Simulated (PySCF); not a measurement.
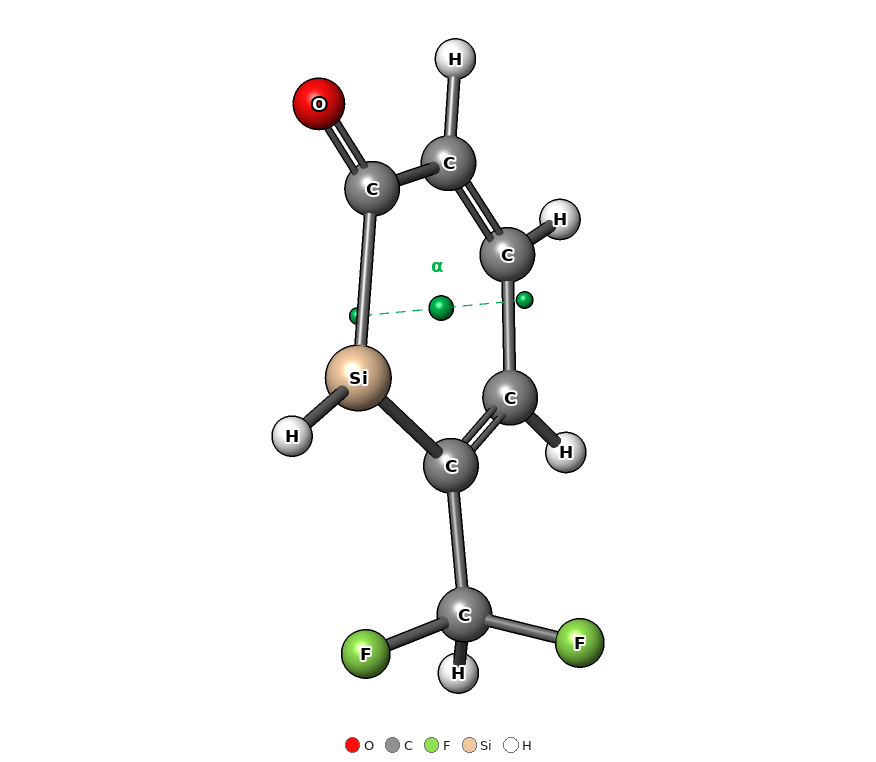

The small points mark where nucleus-independent chemical shifts (NICS) were computed: at the centre of each lettered ring and 1 Å above and below it. The species has charge +1 and is a spin singlet. The geometry was computed by an optimisation with GFN2-xTB. No frequency run is at hand to confirm it as a minimum. Level of theory: GIAO PBE0/pcSseg-1 NMR shielding, non-relativistic, gas phase (PySCF 2.14.0).

Give NICS(0), NICS(1) and the out-of-plane component NICS(1)zz for each ring (means of the two sides).

| ring | members | NICS(0) | NICS(1) | NICS(1)zz |
| --- | --- | --- | --- | --- |
| α | C5Si | 10.0 | 3.5 | 10.5 |

Values in ppm.

The geometry is semi-empirical. Around Si such bond lengths and angles can be off by a tenth of an ångström or more and by several degrees, and values that hang on the shape move with them.
